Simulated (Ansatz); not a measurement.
## Electronic structure of C2H9GaN (SMILES C[NH2+][GaH][CH3]) (charge +1) in real space

```xyz
13

C    -2.2411   -0.4397    0.2906
C     1.6675   -0.9643    2.1929
Ga    0.2217    0.3079    1.8978
N    -0.7843   -0.1185    0.0996
H    -2.7244   -0.6105   -0.6740
H    -2.3321   -1.3397    0.9023
H    -2.7243    0.3976    0.7973
H    -0.7052    0.6949   -0.5186
H    -0.3246   -0.8886   -0.3937
H    -0.5495    1.5422    2.4465
H     2.3930   -0.9007    1.3746
H     1.2683   -1.9838    2.2277
H     2.1700   -0.7419    3.1373
```

Geometry: B3LYP/6-31G*.

These are results of isolated molecule in a Gaussian basis; Kohn-Sham density functional theory, functional PBE0 (Ansatz), not measurements.

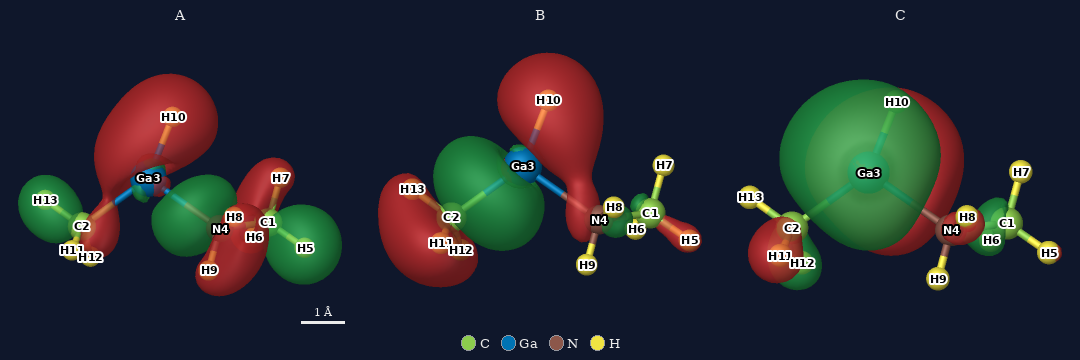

Figure 1. Three frontier orbitals at ±0.08 Å⁻³ᐟ² (green and red are the two phases), in no order.

> Which picture is the HOMO−1, the HOMO and the LUMO?

A is the HOMO−1 (−14.16 eV). It lies mainly on N4 (about 30 %), Ga3 (about 20 %), H10 (about 15 %), C1 (about 10 %) and H5 (about 5 %). B is the HOMO (−13.32 eV). By Hirshfeld shares it lies mainly on C2 (about 40 %), Ga3 (about 30 %) and H10 (about 15 %). C is the LUMO (−6.12 eV). Its weight (Hirshfeld) is mainly on Ga3 (about 75 %).

> What is the HOMO–LUMO gap?

7.20 eV between the orbital energies.

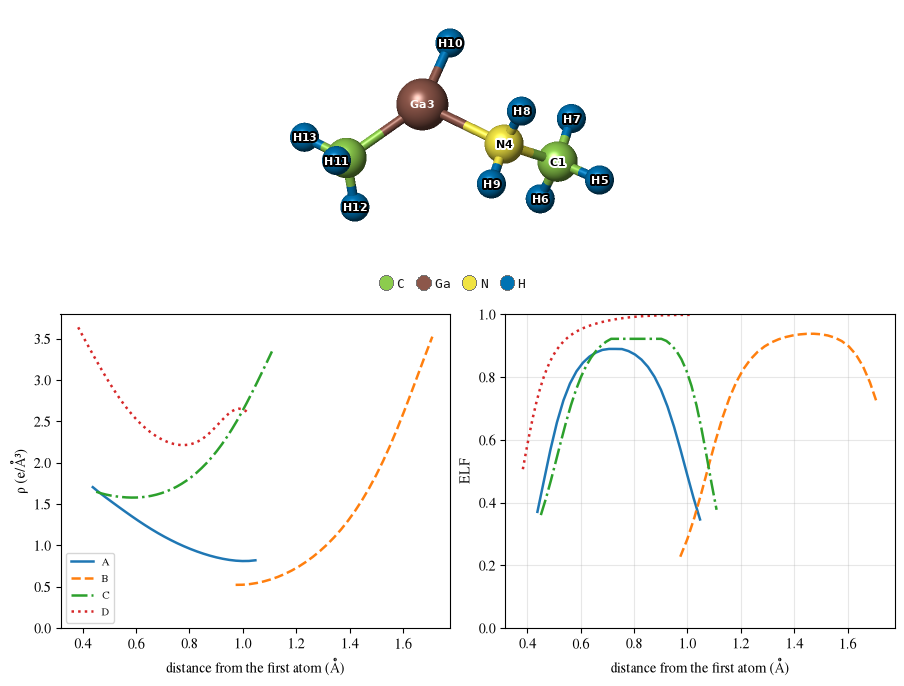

Figure 2. Electron density and electron localisation function along straight lines between neighbouring atoms. The curves leave out the atomic cores. The structure is drawn too.

> Which curve belongs to which contact (C–Ga, C–N, Ga–N and N–H)? The first atom named is at distance zero.

Curve A: C–Ga (1.95 Å): ρ is about 0.82 e/Å³ halfway; the ELF peaks at about 0.90 in the valence shell of C, 0.7 Å from its nucleus, and is about 0.55 at the midpoint. Curve B: Ga–N (2.10 Å): ρ is about 0.55 e/Å³ halfway; the ELF peaks at about 0.95 in the valence shell of N, 0.6 Å from its nucleus, and is about 0.45 at the midpoint. Curve C: C–N (1.50 Å): ρ is about 1.7 e/Å³ halfway; the ELF peaks at about 0.90 between the atoms; a shared electron pair. Curve D: N–H (1.02 Å): ρ is about 2.9 e/Å³ halfway; the ELF climbs to about 1 towards the hydrogen, as it does in any bond to H (a covalent bond by its length).

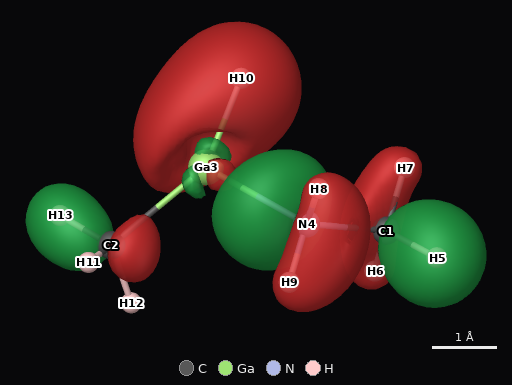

Figure 3. The HOMO−1 at ±0.1 Å⁻³ᐟ² (green and red are the two phases), seen at a tilt.

> What is the character of this orbital?

Its weight (Hirshfeld) is mainly on N4 (about 30 %), Ga3 (about 20 %), H10 (about 15 %), C1 (about 10 %) and H5 (about 5 %). Its energy is −14.16 eV.
